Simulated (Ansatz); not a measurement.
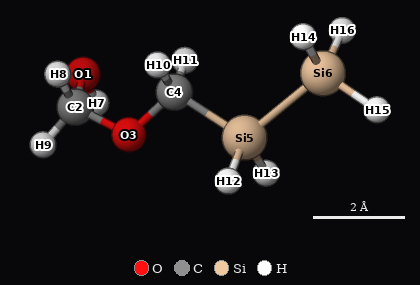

**Figure 1.** The starting structure (ball-and-stick view, seen at a tilt; atoms are numbered from 1 in the order of the input).

**C$_{2}$H$_{10}$O$_{2}$Si$_{2}$: nudged elastic band**

The run: nudged elastic band of C$_{2}$H$_{10}$O$_{2}$Si$_{2}$, SMILES OCOC[SiH2][SiH3]. Method and program: RKS B3LYP/6-31G* (Ansatz 0.2.0).

One setting was made poor on purpose. It belongs to a series of runs on one base structure; here: band between the two ends. Figures and captions count atoms from 1; the log counts them from 0 in places.

### Input file
```yaml
crystal:
  periodic: [false, false, false]
  atoms:
    - { symbol: O, position_ang: [0.265363, -2.99451, -1.151762] }
    - { symbol: C, position_ang: [1.383352, -2.184027, -0.886454] }
    - { symbol: O, position_ang: [1.101343, -0.806203, -0.926381] }
    - { symbol: C, position_ang: [0.217105, -0.368465, 0.11188] }
    - { symbol: Si, position_ang: [-0.123676, 1.487474, -0.168406] }
    - { symbol: Si, position_ang: [-1.541831, 2.358583, 1.497477] }
    - { symbol: H, position_ang: [-0.026618, -2.792424, -2.055962] }
    - { symbol: H, position_ang: [1.730107, -2.488366, 0.110232] }
    - { symbol: H, position_ang: [2.182868, -2.328767, -1.624246] }
    - { symbol: H, position_ang: [0.67804, -0.535628, 1.100023] }
    - { symbol: H, position_ang: [-0.716716, -0.947035, 0.091456] }
    - { symbol: H, position_ang: [1.166841, 2.230978, -0.162462] }
    - { symbol: H, position_ang: [-0.754975, 1.670433, -1.50546] }
    - { symbol: H, position_ang: [-0.944613, 2.193119, 2.852987] }
    - { symbol: H, position_ang: [-1.775795, 3.812068, 1.269496] }
    - { symbol: H, position_ang: [-2.863595, 1.670171, 1.491783] }
basis:
  gaussian: { orbitals: "6-31G*" }
hamiltonian:
  xc: b3lyp
neb:
  order_check: false
  images: 7
  f_tol: 0.03
  max_iterations: 43
  initial_path: linear
  final_atoms:
    - { symbol: O, position_ang: [1.27117174, -2.84285129, -0.12716996] }
    - { symbol: C, position_ang: [1.45647901, -1.7316744, -0.97080643] }
    - { symbol: O, position_ang: [0.24797396, -1.16942852, -1.42099114] }
    - { symbol: C, position_ang: [-0.53914319, -0.56437107, -0.37796908] }
    - { symbol: Si, position_ang: [-0.12769464, 1.29935939, -0.18573143] }
    - { symbol: Si, position_ang: [-1.30929946, 2.29431762, 1.59202369] }
    - { symbol: H, position_ang: [0.78857941, -3.51226264, -0.63968709] }
    - { symbol: H, position_ang: [2.04513486, -1.0193021, -0.37944616] }
    - { symbol: H, position_ang: [1.99937204, -1.99413003, -1.88712187] }
    - { symbol: H, position_ang: [-0.41785742, -1.12202096, 0.55918667] }
    - { symbol: H, position_ang: [-1.5868265, -0.67458014, -0.68010403] }
    - { symbol: H, position_ang: [1.33640139, 1.46372878, 0.04513621] }
    - { symbol: H, position_ang: [-0.45824467, 1.99505215, -1.46096419] }
    - { symbol: H, position_ang: [-0.97021361, 1.64202732, 2.88845085] }
    - { symbol: H, position_ang: [-0.97768458, 3.74264845, 1.70046026] }
    - { symbol: H, position_ang: [-2.78094836, 2.17088842, 1.38893471] }
```

Run on 2 threads of Arm Neoverse V2, 24 GiB of memory available, shared host.

Run as:
```bash
ansatz run input.yaml --threads 2 --pin off --max-ram 3072MiB --backend cpu --events-out ev --progress --plain --runs-dir out
```

### What the program printed
```
Engine: ansatz 0.2.0, aarch64-unknown-linux-gnu
Functional definition: B3LYP
  parameter a0 = 0.2
  parameter ax = 0.72
  parameter ac = 0.81
  exchange = (1 - a0 - ax)*slater_x + ax*b88_x + a0*exact_x
  correlation = (1 - ac)*vwn_rpa_c + ac*lyp_c
1299 factors; integrals over basis functions are off by at most 7.2e-4 eV
mean field evaluation 1: about -22080.1452 eV, gradient 5.3e1 eV
mean field evaluation 2: about -22076.4659 eV, gradient 7.0e1 eV
mean field evaluation 4: about -22085.6041 eV, gradient 2.7e0 eV
mean field evaluation 8: about -22085.6417 eV, gradient 4.7e-2 eV
mean field -22085.64170406 eV, -811.6323624386 hartree, gradient 3.3e-5 eV, S^2 0.000000; 0 other end points of the search recorded, 0 dependent functions left out
the calculation of the forces begins
reference -22085.64200385 eV, -811.6323734557 hartree; 33, 33 occupied and 85, 85 virtual orbitals, 1299 factors
1299 factors; integrals over basis functions are off by at most 7.7e-4 eV
mean field evaluation 16: about -22080.1822 eV, gradient 5.2e1 eV
mean field -22085.59911813 eV, -811.6307974345 hartree, gradient 3.8e-5 eV, S^2 0.000000; 0 other end points of the search recorded, 0 dependent functions left out
[... from here on the field's lines of each further geometry are left out, up to the last ...]
NEB iter   1: max|band force component| = 1.105e1 eV/Å  barrier→ = 3.6397 eV  barrier← = 3.5971 eV  Δτ_max = 0.1977 Å  (226 SCF iters)
NEB iter   2: max|band force component| = 3.098e0 eV/Å  barrier→ = 0.4137 eV  barrier← = 0.3711 eV  Δτ_max = 0.0636 Å  (201 SCF iters)
NEB iter   3: max|band force component| = 1.192e0 eV/Å  barrier→ = 0.1141 eV  barrier← = 0.0715 eV  Δτ_max = 0.0564 Å  (194 SCF iters)
NEB iter   4: max|band force component| = 2.592e-1 eV/Å  barrier→ = 0.0719 eV  barrier← = 0.0293 eV  CI = image 5  Δτ_max = 0.0385 Å  (205 SCF iters)
NEB iter   5: max|band force component| = 7.885e-2 eV/Å  barrier→ = 0.0657 eV  barrier← = 0.0231 eV  CI = image 5  Δτ_max = 0.0113 Å  (195 SCF iters)
NEB iter   6: max|band force component| = 5.080e-2 eV/Å  barrier→ = 0.0651 eV  barrier← = 0.0225 eV  CI = image 5  Δτ_max = 0.0097 Å  (163 SCF iters)
the calculation of the forces begins
reference -22085.59369148 eV, -811.6305980088 hartree; 33, 33 occupied and 85, 85 virtual orbitals, 1299 factors
1299 factors; integrals over basis functions are off by at most 7.3e-4 eV
mean field evaluation 512: about -22080.0928 eV, gradient 5.3e1 eV
mean field -22085.57670838 eV, -811.6299738916 hartree, gradient 1.6e-5 eV, S^2 0.000000; 1 other end points of the search recorded, 0 dependent functions left out
the calculation of the forces begins
reference -22085.57700309 eV, -811.6299847217 hartree; 33, 33 occupied and 85, 85 virtual orbitals, 1299 factors
NEB iter   7: max|band force component| = 1.613e-2 eV/Å  barrier→ = 0.0650 eV  barrier← = 0.0224 eV  CI = image 5  Δτ_max = 0.0000 Å  (351 SCF iters)
```

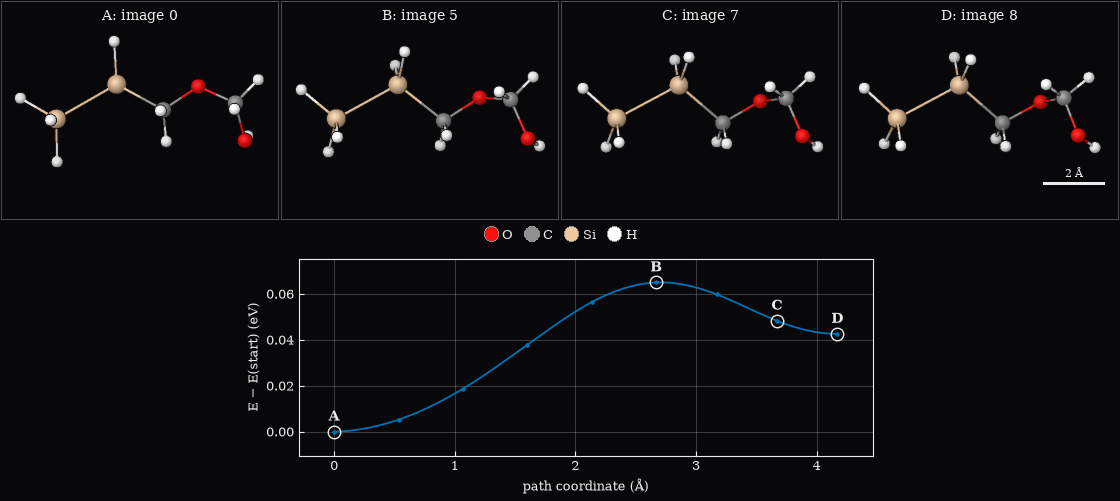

**Figure 2.** Images of the last band (counted from 0; ball-and-stick, seen on its broad side) above the energy along the path; the line is a cubic interpolation that uses the forces. The highest image is number 5, 0.065 eV above the start and 0.022 eV above the end (the climbing image); the end lies 0.043 eV above the start. The path is 4.17 Å long. The band converged in 7 iterations.

```
Total energy: -22085.57700309 eV, -811.6299847217 hartree
Atom 0 at     1.261033    -3.025093    -0.414407 Å, force     0.000306    -0.008934     0.009010 eV/Å
Atom 1 at     1.657115    -1.779649    -0.931318 Å, force    -0.007624     0.013521    -0.011462 eV/Å
Atom 2 at     0.578071    -0.954270    -1.294041 Å, force     0.009985    -0.004535    -0.001303 eV/Å
Atom 3 at    -0.239672    -0.517169    -0.192510 Å, force    -0.003863     0.002619     0.003142 eV/Å
Atom 4 at    -0.296740     1.394896    -0.205287 Å, force    -0.000076    -0.002595     0.001466 eV/Å
Atom 5 at    -1.633198     2.257247     1.532844 Å, force    -0.000510    -0.001200    -0.000254 eV/Å
Atom 6 at     0.757700    -3.478348    -1.110638 Å, force    -0.001813     0.002600    -0.003971 eV/Å
Atom 7 at     2.266584    -1.323088    -0.140333 Å, force     0.001608    -0.000947     0.000669 eV/Å
Atom 8 at     2.250675    -1.879029    -1.848979 Å, force     0.000094    -0.002182    -0.000338 eV/Å
Atom 9 at     0.153958    -0.896786     0.759163 Å, force     0.002024     0.000800     0.000875 eV/Å
Atom 10 at    -1.244849    -0.944358    -0.303399 Å, force    -0.000055    -0.001332     0.001655 eV/Å
Atom 11 at     1.095191     1.910358    -0.066586 Å, force    -0.000381     0.001555     0.001731 eV/Å
Atom 12 at    -0.825492     1.856953    -1.518730 Å, force     0.001066    -0.001595    -0.001652 eV/Å
Atom 13 at    -1.104727     1.845749     2.864359 Å, force    -0.001607     0.001346     0.002506 eV/Å
Atom 14 at    -1.662621     3.745864     1.487240 Å, force     0.000828     0.000973    -0.000865 eV/Å
Atom 15 at    -3.035827     1.764122     1.426824 Å, force     0.000021    -0.000095    -0.001208 eV/Å
Dipole moment:    -0.022152    -0.141538    -0.084636 e Å
this run last wrote the band of iteration 7 to [file]
```

### The last band as extended XYZ (Å, eV, eV/Å)
```
16
Properties=species:S:1:pos:R:3:forces:R:3 image=0 energy=-22085.64170
O     0.2654   -2.9945   -1.1518   -0.0007   0.0027  -0.0048
C     1.3834   -2.1840   -0.8865    0.0012  -0.0083  -0.0025
O     1.1013   -0.8062   -0.9264   -0.0022   0.0023   0.0052
C     0.2171   -0.3685    0.1119    0.0036   0.0005  -0.0042
Si   -0.1237    1.4875   -0.1684    0.0009   0.0010   0.0014
Si   -1.5418    2.3586    1.4975    0.0006   0.0001  -0.0046
H    -0.0266   -2.7924   -2.0560    0.0007  -0.0009   0.0040
H     1.7301   -2.4884    0.1102   -0.0004   0.0010  -0.0002
H     2.1829   -2.3288   -1.6242    0.0000   0.0012   0.0010
H     0.6780   -0.5356    1.1000   -0.0017  -0.0006   0.0008
H    -0.7167   -0.9470    0.0915    0.0003   0.0013   0.0015
H     1.1668    2.2310   -0.1625   -0.0001   0.0004  -0.0010
H    -0.7550    1.6704   -1.5055   -0.0008   0.0008   0.0013
H    -0.9446    2.1931    2.8530   -0.0003   0.0006  -0.0015
H    -1.7758    3.8121    1.2695   -0.0009  -0.0030   0.0016
H    -2.8636    1.6702    1.4918   -0.0002   0.0010   0.0021
16
Properties=species:S:1:pos:R:3:forces:R:3 image=1 energy=-22085.63647
O     0.4320   -3.0805   -1.0049    0.0016   0.0058   0.0008
C     1.4559   -2.1245   -0.8871   -0.0141  -0.0017  -0.0045
O     1.0090   -0.7966   -1.0134    0.0049  -0.0019   0.0023
C     0.1270   -0.3783    0.0339    0.0046   0.0042   0.0002
Si   -0.1648    1.4955   -0.1790    0.0009   0.0010   0.0012
Si   -1.5667    2.3464    1.5109   -0.0010  -0.0005  -0.0016
H     0.0710   -3.0067   -1.9033   -0.0072   0.0052  -0.0098
H     1.8980   -2.2968    0.1032    0.0026  -0.0078   0.0075
H     2.2198   -2.2382   -1.6668    0.0054  -0.0022   0.0002
H     0.5804   -0.5829    1.0184    0.0061   0.0036   0.0043
H    -0.8158   -0.9414   -0.0025    0.0027  -0.0027   0.0047
H     1.1486    2.1960   -0.1281   -0.0016   0.0044  -0.0027
H    -0.7749    1.7556   -1.5128   -0.0017  -0.0051  -0.0013
H    -0.9852    2.1025    2.8613   -0.0006  -0.0003   0.0002
H    -1.7431    3.8160    1.3432   -0.0023   0.0002  -0.0003
H    -2.9142    1.7112    1.4711   -0.0003  -0.0021  -0.0014
16
Properties=species:S:1:pos:R:3:forces:R:3 image=3 energy=-22085.60382
O     0.8298   -3.1371   -0.6956   -0.0094   0.0010  -0.0044
C     1.5792   -1.9677   -0.9069   -0.0074   0.0036  -0.0046
O     0.7974   -0.8298   -1.1751    0.0141  -0.0059   0.0031
C    -0.0579   -0.4295   -0.0956    0.0050   0.0044   0.0051
Si   -0.2445    1.4688   -0.1953   -0.0022   0.0025  -0.0007
Si   -1.6127    2.3109    1.5267   -0.0013  -0.0011  -0.0006
H     0.3596   -3.3346   -1.5219   -0.0088   0.0079  -0.0128
H     2.1645   -1.8328    0.0126    0.0007  -0.0158   0.0047
H     2.2507   -2.0534   -1.7708    0.0026  -0.0054   0.0020
H     0.3866   -0.7090    0.8721    0.0138   0.0099   0.0068
H    -1.0257   -0.9464   -0.1548    0.0095  -0.0052   0.0100
H     1.1122    2.0743   -0.0823   -0.0039   0.0106  -0.0026
H    -0.8093    1.8492   -1.5198   -0.0038  -0.0057  -0.0038
H    -1.0612    1.9530    2.8644   -0.0031   0.0003   0.0014
H    -1.6946    3.7960    1.4445   -0.0035   0.0012  -0.0008
H    -2.9969    1.7655    1.4420   -0.0023  -0.0023  -0.0027
16
Properties=species:S:1:pos:R:3:forces:R:3 image=4 energy=-22085.58525
O     1.0465   -3.1018   -0.5495   -0.0081  -0.0079   0.0008
C     1.6248   -1.8759   -0.9188   -0.0031   0.0127  -0.0074
O     0.6862   -0.8799   -1.2416    0.0123  -0.0074  -0.0011
C    -0.1514   -0.4696   -0.1484    0.0004   0.0050   0.0082
Si   -0.2757    1.4369   -0.2015   -0.0026   0.0015  -0.0007
Si   -1.6263    2.2868    1.5311   -0.0009  -0.0009   0.0005
H     0.5503   -3.4312   -1.3165   -0.0082   0.0048  -0.0115
H     2.2379   -1.5783   -0.0577    0.0028  -0.0132   0.0040
H     2.2541   -1.9640   -1.8137    0.0020  -0.0048   0.0014
H     0.2741   -0.7963    0.8110    0.0111   0.0083   0.0041
H    -1.1371   -0.9477   -0.2293    0.0078  -0.0047   0.0071
H     1.1000    1.9950   -0.0725   -0.0030   0.0080  -0.0006
H    -0.8214    1.8618   -1.5203   -0.0024  -0.0028  -0.0034
H    -1.0849    1.8970    2.8641   -0.0033   0.0009   0.0017
H    -1.6790    3.7743    1.4719   -0.0022   0.0013  -0.0010
H    -3.0210    1.7702    1.4360   -0.0025  -0.0010  -0.0019
16
Properties=species:S:1:pos:R:3:forces:R:3 image=5 energy=-22085.57671
O     1.2610   -3.0251   -0.4144    0.0003  -0.0089   0.0090
C     1.6571   -1.7796   -0.9313   -0.0076   0.0135  -0.0115
O     0.5781   -0.9543   -1.2940    0.0100  -0.0045  -0.0013
C    -0.2397   -0.5172   -0.1925   -0.0039   0.0026   0.0031
Si   -0.2967    1.3949   -0.2053   -0.0001  -0.0026   0.0015
Si   -1.6332    2.2572    1.5328   -0.0005  -0.0012  -0.0003
H     0.7577   -3.4783   -1.1106   -0.0018   0.0026  -0.0040
H     2.2666   -1.3231   -0.1403    0.0016  -0.0009   0.0007
H     2.2507   -1.8790   -1.8490    0.0001  -0.0022  -0.0003
H     0.1540   -0.8968    0.7592    0.0020   0.0008   0.0009
H    -1.2448   -0.9444   -0.3034   -0.0001  -0.0013   0.0017
H     1.0952    1.9104   -0.0666   -0.0004   0.0016   0.0017
H    -0.8255    1.8570   -1.5187    0.0011  -0.0016  -0.0017
H    -1.1047    1.8457    2.8644   -0.0016   0.0013   0.0025
H    -1.6626    3.7459    1.4872    0.0008   0.0010  -0.0009
H    -3.0358    1.7641    1.4268    0.0000  -0.0001  -0.0012
16
Properties=species:S:1:pos:R:3:forces:R:3 image=7 energy=-22085.59340
O     1.6033   -2.7671   -0.1705    0.0063   0.0150   0.0022
C     1.6874   -1.5952   -0.9452   -0.0145  -0.0077   0.0027
O     0.4312   -1.1131   -1.3550    0.0012  -0.0071   0.0008
C    -0.3880   -0.6185   -0.2776   -0.0038   0.0008  -0.0066
Si   -0.3286    1.2960   -0.2211    0.0009  -0.0044   0.0041
Si   -1.6299    2.1779    1.5338    0.0022  -0.0012  -0.0002
H     1.1624   -3.4374   -0.7184    0.0028  -0.0033   0.0047
H     2.2188   -0.8724   -0.3133    0.0028   0.0124  -0.0019
H     2.2424   -1.7549   -1.8778    0.0028   0.0033  -0.0049
H    -0.0901   -1.0806    0.6715   -0.0062  -0.0043   0.0000
H    -1.4137   -0.9494   -0.4786   -0.0063   0.0006  -0.0048
H     1.0868    1.7406   -0.0682    0.0025  -0.0052   0.0030
H    -0.8276    1.8237   -1.5217    0.0040   0.0009  -0.0005
H    -1.1236    1.7214    2.8589    0.0012   0.0001   0.0021
H    -1.6044    3.6671    1.5155    0.0030   0.0001  -0.0007
H    -3.0494    1.7394    1.4118    0.0011   0.0000   0.0001
16
Properties=species:S:1:pos:R:3:forces:R:3 image=8 energy=-22085.59912
O     1.7244   -2.5955   -0.0459    0.0012   0.0012  -0.0030
C     1.6927   -1.5157   -0.9480    0.0016  -0.0016   0.0113
O     0.3928   -1.1863   -1.3735   -0.0063   0.0034  -0.0038
C    -0.4495   -0.6652   -0.3283    0.0013  -0.0042   0.0030
Si   -0.3501    1.2485   -0.2414    0.0014  -0.0005  -0.0014
Si   -1.6221    2.1274    1.5351   -0.0027   0.0009   0.0024
H     1.3440   -3.3621   -0.5058   -0.0005  -0.0020   0.0007
H     2.1730   -0.6851   -0.4159    0.0013   0.0015  -0.0014
H     2.2413   -1.7331   -1.8727    0.0012  -0.0003  -0.0035
H    -0.2055   -1.1442    0.6282   -0.0013   0.0016  -0.0029
H    -1.4733   -0.9635   -0.5811    0.0005   0.0013   0.0001
H     1.0726    1.6653   -0.0797    0.0010  -0.0003   0.0010
H    -0.8347    1.8107   -1.5332   -0.0007   0.0006   0.0001
H    -1.1357    1.6105    2.8456   -0.0010   0.0019  -0.0025
H    -1.5345    3.6144    1.5613    0.0000  -0.0036  -0.0011
H    -3.0582    1.7512    1.3994    0.0030   0.0002   0.0010
```

### Results in brief

```json
{"quantity": "outcome", "value": "converged"}
{"quantity": "barrier, forward", "value": "0.065 eV"}
{"quantity": "barrier, backward", "value": "0.022 eV"}
{"quantity": "wall time", "value": "4 min (CPU time 7.9 min)"}
{"quantity": "peak memory", "value": "0.3 GiB"}
```

### Notes

A deliberately poor setting: straight start. The order of the saddle point was not checked.
